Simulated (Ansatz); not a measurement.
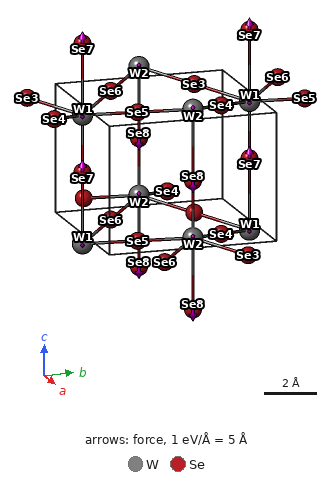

Starting geometry of a crystal of WSe$_{3}$ (a generated structure, set up in P4/nmm) with the computed forces as purple arrows. The picture is a ball-and-stick view of the cell of the calculation, seen slightly off an axis.

All numbers below come from DFT PBE, scalar-relativistic, plane waves, PAW in Ansatz 0.2.0. Settings: plane-wave cutoff 420 eV; k-point mesh 6 × 6 × 8; occupations gaussian; smearing width 0.1 eV; no spin polarisation; cell and atoms relaxed; force threshold 0.01 eV/Å; at most 80 steps.

> What follows when this structure is relaxed?

It isn't relaxed: the largest force vector, on Se atoms, is 0.10 eV/Å. The atoms end up moving mostly along the starting forces (cosine between the two patterns 0.98). The largest moves relative to the cell, 0.63 Å, are those of Se7 and Se8. Se7 goes along +c. Largest moves by element: Se 0.63 Å, W 0.10 Å. The drawn cell changes as follows: a = b 6.882 → 6.703 Å (−2.6 %), c 5.215 → 6.763 Å (+29.7 %); the volume changes by +23.0 %. Near-neighbour distances that change, for instance: W1–Se7 2.905 → 4.498 Å, W1–Se7 (another image) 2.311 → 2.265 Å, W1–Se3 2.467 → 2.453 Å. Bonds break: W1–Se7 (2.90 → 4.50 Å), W2–Se8 (2.90 → 4.50 Å). Bond angles that change, for instance: Se3–W2–Se5 160.9° → 150.1°, Se3–W2–Se8 99.6° → 104.9°, Se3–W2–Se4 88.4° → 86.2°. The space group stays P4/nmm (No. 129). After 14 accepted moves (16 points after the start) the energy has fallen by 60.2 meV per atom. Largest force component: 0.1 eV/Å at the start, 0.0024 eV/Å at the end. The pressure goes from 0.04 to 0.00 GPa. At 2 points the geometry stayed and the basis and grid were re-selected for the new cell (energy shift of 3.5 meV per atom at most each time). Cost: 19 min on 1 thread of Arm Neoverse V2, with other jobs on the host, peak memory 1 GiB.
